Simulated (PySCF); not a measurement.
Consider H9LaN3 (charge +2).

```yaml
atoms:
  - { symbol: La, position_ang: [0.0000, 0.0000, 0.0000] }
  - { symbol: N, position_ang: [2.7792, 0.0001, 0.0000] }
  - { symbol: H, position_ang: [3.2134, -0.4653, 0.8057] }
  - { symbol: H, position_ang: [3.2134, -0.4653, -0.8057] }
  - { symbol: H, position_ang: [3.2133, 0.9304, 0.0000] }
  - { symbol: N, position_ang: [-1.3897, 2.4068, 0.0000] }
  - { symbol: H, position_ang: [-1.2038, 3.0155, 0.8057] }
  - { symbol: H, position_ang: [-1.2038, 3.0155, -0.8057] }
  - { symbol: H, position_ang: [-2.4124, 2.3176, 0.0000] }
  - { symbol: N, position_ang: [-1.3895, -2.4069, 0.0000] }
  - { symbol: H, position_ang: [-2.0096, -2.5503, 0.8057] }
  - { symbol: H, position_ang: [-2.0096, -2.5503, -0.8057] }
  - { symbol: H, position_ang: [-0.8009, -3.2480, 0.0000] }
```

Core potentials replace the inner electrons of La.

Computed with RKS PBE0, La lcecp-0-SVP with ECP47, N def2-SVP, H def2-SVP; non-relativistic Hamiltonian with scalar-relativistic core potentials where named; density fitting in PySCF 2.14.0.

### What can the converged electron density and electron localisation function tell about the bonding?

La–N (2.78 Å): the density is about 0.22 e/Å³ at the midpoint; the ELF is about 0.15 at the midpoint.
N–H (1.03 Å): ρ is about 2.8 e/Å³ halfway; the ELF climbs to about 1 towards the hydrogen, as it does in any bond to H: an ordinary covalent bond to hydrogen.

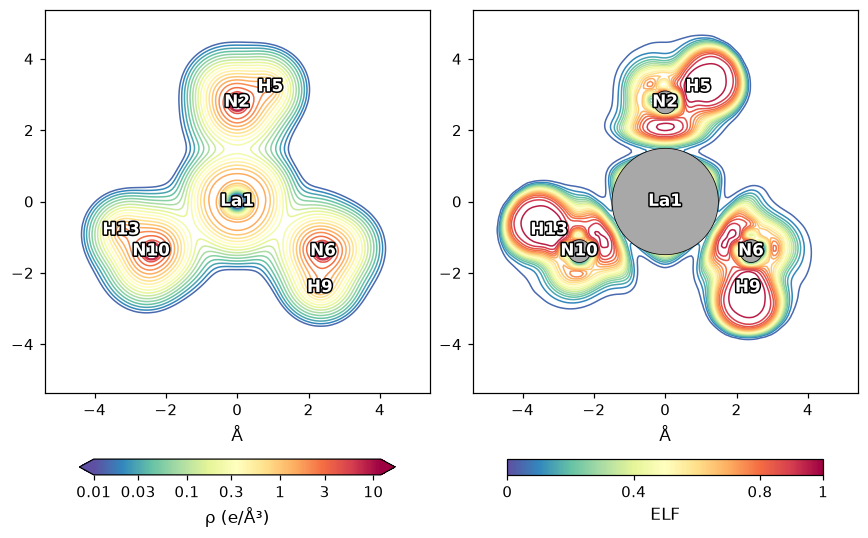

Computed electron density and electron localisation function on the plane of atoms La1, N2 and H5, in this order. Grey discs cover the atomic cores in the ELF map. 
